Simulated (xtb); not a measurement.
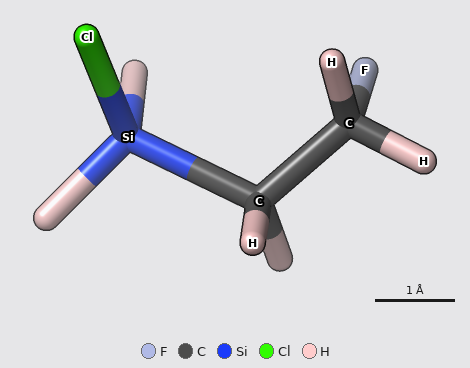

Figure 1. The input geometry (stick view, seen on its broad side). Bond lengths as drawn: Cl–Si 2.05 Å, C–C 1.52 Å, C–F 1.39 Å, C–H 1.09 Å, C–Si 1.91 Å and H–Si 1.46 Å.

C$_{2}$H$_{6}$ClFSi: frequency calculation (part 1 of 2)

System: C$_{2}$H$_{6}$ClFSi, SMILES FCC[SiH2]Cl.
Method: GFN2-xTB, ALPB solvent phenol (xtb 6.7.1).

The geometry was optimised with GFN2-xTB/ALPB(phenol).

### What the program printed
```
* xtb version 6.7.1
$$$$$$$$$$$$$$$$$$$$$$$$$$$$$$$$$$$$$$$$$$$$$$$$$$$$$$$$$$$$$$$$$$$$$$$$
 CONSTRAINTS & SCANS: DEBUG SECTION
$$$$$$$$$$$$$$$$$$$$$$$$$$$$$$$$$$$$$$$$$$$$$$$$$$$$$$$$$$$$$$$$$$$$$$$$
   ID    Z sym.   atoms
    1    9 f      1
    2    6 c      2, 3
    3   14 si     4
    4   17 cl     5
    5    1 h      6-11
$$$$$$$$$$$$$$$$$$$$$$$$$$$$$$$$$$$$$$$$$$$$$$$$$$$$$$$$$$$$$$$$$$$$$$$$

           -------------------------------------------------
          |                Calculation Setup                |
           -------------------------------------------------

          program call               : xtb coord --hess --chrg 0 --alpb phenol -v --input input.inp --parallel 1
          coordinate file            : coord
          xtbhome directory          : .
          path for xtb               : [file]
          xcontrol input file        : input.inp
          omp threads                :                     1

           -------------------------------------------------
          |                 G F N 2 - x T B                 |
           -------------------------------------------------

      * Hamiltonian:
        H0-scaling (s, p, d)           1.850000    2.230000    2.230000
        zeta-weighting                 0.500000
      * Dispersion:
        s8                             2.700000
        a1                             0.520000
        a2                             5.000000
        s9                             5.000000
      * Repulsion:
        kExp                           1.500000    1.000000
        rExp                           1.000000
      * Coulomb:
        alpha                          2.000000
        third order                    shell-resolved
        anisotropic                    true
        a3                             3.000000
        a5                             4.000000
        cn-shift                       1.200000
        cn-exp                         4.000000
        max-rad                        5.000000

      * Solvation model:               ALPB
        Solvent                        phenol
        Parameter file                 internal GFN2-xTB/ALPB
        Dielectric constant                1.2400E+01
        Reference state                gsolv [1 M gas/solution]
        Free energy shift                  2.4277E-03 Eh       1.5234E+00 kcal/mol
        Temperature                        2.9815E+02 K
        Density                            1.0700E+00 kg/L
        Solvent mass                       9.4110E+01 g/mol
        Interaction kernel             P16
        Born radius scaling (c1)           1.2988E+00
        Born radii integrator          GBOBC
        Born offset                        0.0000E+00 a0       0.0000E+00 AA
        H-bond correction              true
        Ion screening                  false
        Surface tension                    1.0000E-05 Eh       1.5569E+01 dyn/cm
        Grid points                               230 per atom

          ...................................................
          :                      SETUP                      :
          :.................................................:
          :  # basis functions                  38          :
          :  # atomic orbitals                  36          :
          :  # shells                           18          :
          :  # electrons                        32          :
          :  max. iterations                   250          :
          :  Hamiltonian                  GFN2-xTB          :
          :  restarted?                      false          :
          :  GBSA solvation                   true          :
          :  PC potential                    false          :
          :  electronic temp.          300.0000000     K    :
          :  accuracy                    1.0000000          :
          :  -> integral cutoff          0.2500000E+02      :
          :  -> integral neglect         0.1000000E-07      :
          :  -> SCF convergence          0.1000000E-05 Eh   :
          :  -> wf. convergence          0.1000000E-03 e    :
          :  Broyden damping             0.8000000          :
          :  net charge                          0          :
          :  unpaired electrons                  0          :
          ...................................................

 iter      E             dE          RMSdq      gap      omega  full diag
   1    -18.4244490 -0.184244E+02  0.624E+00    6.50       0.0  T
   2    -18.2113688  0.213080E+00  0.587E+00    3.99       1.0  T
   3    -18.4366405 -0.225272E+00  0.401E+00    7.08       1.0  T
   4    -18.5151079 -0.784675E-01  0.173E+00    6.03       1.0  T
   5    -18.5243682 -0.926028E-02  0.101E+00    6.08       1.0  T
   6    -18.5289178 -0.454959E-02  0.103E-01    5.83       1.0  T
   7    -18.5289797 -0.619366E-04  0.643E-02    5.80       1.0  T
   8    -18.5290020 -0.222588E-04  0.540E-02    5.81       1.0  T
   9    -18.5290096 -0.760409E-05  0.242E-02    5.80       1.2  T
  10    -18.5290115 -0.187896E-05  0.103E-02    5.80       2.9  T
  11    -18.5290117 -0.230319E-06  0.399E-03    5.80       7.6  T
  12    -18.5290118 -0.562044E-07  0.124E-03    5.80      24.3  T
  13    -18.5290118 -0.441181E-08  0.564E-04    5.80      53.4  T
  14    -18.5290118 -0.676135E-09  0.226E-04    5.80     133.2  T

   *** convergence criteria satisfied after 14 iterations ***

         #    Occupation            Energy/Eh            Energy/eV
      -------------------------------------------------------------
         1        2.0000           -1.0655927             -28.9963
       ...           ...                  ...                  ...
        10        2.0000           -0.4717401             -12.8367
        11        2.0000           -0.4660172             -12.6810
        12        2.0000           -0.4577565             -12.4562
        13        2.0000           -0.4570418             -12.4367
        14        2.0000           -0.4478691             -12.1871
        15        2.0000           -0.4313832             -11.7385
        16        2.0000           -0.4167642             -11.3407 (HOMO)
        17                         -0.2036998              -5.5430 (LUMO)
        18                         -0.1901934              -5.1754
        19                         -0.1711895              -4.6583
        20                         -0.0752486              -2.0476
        21                         -0.0584100              -1.5894
       ...                                ...                  ...
        36                          0.7368771              20.0514
      -------------------------------------------------------------
                  HL-Gap            0.2130644 Eh            5.7978 eV
             Fermi-level           -0.3102320 Eh           -8.4418 eV

 SCC (total)                   0 d,  0 h,  0 min,  0.012 sec
 SCC setup                      ...        0 min,  0.000 sec (  3.974%)
 Dispersion                     ...        0 min,  0.000 sec (  0.608%)
 classical contributions        ...        0 min,  0.000 sec (  0.158%)
 integral evaluation            ...        0 min,  0.002 sec ( 14.507%)
 iterations                     ...        0 min,  0.006 sec ( 52.809%)
 molecular gradient             ...        0 min,  0.003 sec ( 26.577%)
 printout                       ...        0 min,  0.000 sec (  0.930%)

         :::::::::::::::::::::::::::::::::::::::::::::::::::::
         ::                     SUMMARY                     ::
         :::::::::::::::::::::::::::::::::::::::::::::::::::::
         :: total energy             -18.406088778376 Eh    ::
         :: total w/o Gsasa/hb       -18.404624590647 Eh    ::
         :: gradient norm              0.000034824547 Eh/a0 ::
         :: HOMO-LUMO gap              5.797776131870 eV    ::
         ::.................................................::
         :: HOMO orbital eigv.       -11.340731096529 eV    ::
         :: LUMO orbital eigv.        -5.542954964658 eV    ::
         ::.................................................::
         :: SCC energy               -18.529002997826 Eh    ::
         :: -> isotropic ES            0.044579309736 Eh    ::
         :: -> anisotropic ES         -0.000715758553 Eh    ::
         :: -> anisotropic XC          0.000014401994 Eh    ::
         :: -> dispersion             -0.006591078420 Eh    ::
         :: -> Gsolv                  -0.010859768426 Eh    ::
         ::    -> Gelec               -0.009395580697 Eh    ::
         ::    -> Gsasa               -0.003778340282 Eh    ::
         ::    -> Ghb                 -0.000113535270 Eh    ::
         ::    -> Gshift               0.002427687824 Eh    ::
         :: repulsion energy           0.122914219450 Eh    ::
         :: add. restraining           0.000000000000 Eh    ::
         :: total charge               0.000000000000 e     ::
         ::.................................................::
         :: atomisation energy         2.274248679336 Eh    ::
         :::::::::::::::::::::::::::::::::::::::::::::::::::::

           -------------------------------------------------
          |                Numerical Hessian                |
           -------------------------------------------------
step length          :   0.00500
SCC accuracy         :   0.30000
Hessian scale factor :   1.00000
frozen atoms in %    :   0.00000    0
RMS gradient         :   0.00003
estimated CPU  time      0.01 min

writing file <hessian>.

 projected vibrational frequencies (cm⁻¹)
eigval :       -0.00    -0.00    -0.00     0.00     0.00     0.00
eigval :       23.75   102.46   127.96   255.97   396.64   410.29
eigval :      490.99   568.63   652.18   699.42   744.10   769.11
eigval :      929.17   963.25  1057.73  1154.34  1197.39  1286.35
eigval :     1314.34  1431.21  1444.34  2284.04  2311.09  2949.22
eigval :     2959.55  2991.88  3003.08
           -------------------------------------------------
          |                Property Printout                |
           -------------------------------------------------

    * Orbital Energies and Occupations

         #    Occupation            Energy/Eh            Energy/eV
      -------------------------------------------------------------
         1        2.0000           -1.0655928             -28.9963
       ...           ...                  ...                  ...
         4        2.0000           -0.6318661             -17.1940
         5        2.0000           -0.5834019             -15.8752
         6        2.0000           -0.5527840             -15.0420
         7        2.0000           -0.5479389             -14.9102
         8        2.0000           -0.5233288             -14.2405
         9        2.0000           -0.4853010             -13.2057
        10        2.0000           -0.4717402             -12.8367
        11        2.0000           -0.4660175             -12.6810
        12        2.0000           -0.4577568             -12.4562
        13        2.0000           -0.4570420             -12.4367
        14        2.0000           -0.4478692             -12.1871
        15        2.0000           -0.4313835             -11.7385
        16        2.0000           -0.4167642             -11.3407 (HOMO)
        17                         -0.2037021              -5.5430 (LUMO)
        18                         -0.1901952              -5.1755
        19                         -0.1711919              -4.6584
        20                         -0.0752505              -2.0477
        21                         -0.0584118              -1.5895
        22                         -0.0139086              -0.3785
        23                          0.0178126               0.4847
        24                          0.0178471               0.4856
        25                          0.0181324               0.4934
        26                          0.0270320               0.7356
        27                          0.0296217               0.8060
       ...                                ...                  ...
        36                          0.7368757              20.0514
      -------------------------------------------------------------
                  HL-Gap            0.2130621 Eh            5.7977 eV
             Fermi-level           -0.3102332 Eh           -8.4419 eV
```
